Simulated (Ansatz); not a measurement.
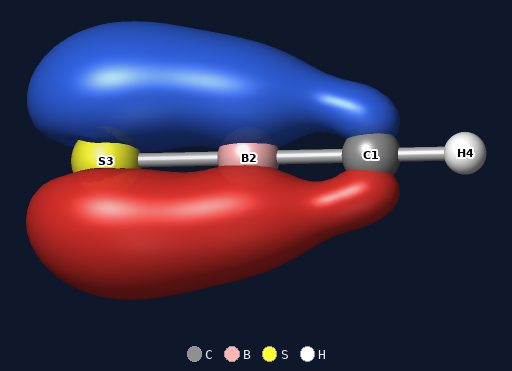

*CHBS (SMILES [CH+]=[B-]=S) (triplet). The HOMO (β) at ±0.15 Å⁻³ᐟ² (red and blue are the two phases), seen from one side.*

Geometry: B3LYP-D3(BJ)/def2-SVP.

Theory: isolated molecule in a Gaussian basis; Kohn-Sham density functional theory, functional PBE0 in Ansatz.

Describe this orbital and give its energy.

Its weight (Hirshfeld) is mainly on S3 (about 60 %), B2 (about 30 %) and C1 (about 10 %); π-bonding across S3–B2. It is one of a degenerate set, so its orientation is arbitrary. Its energy is −8.27 eV.
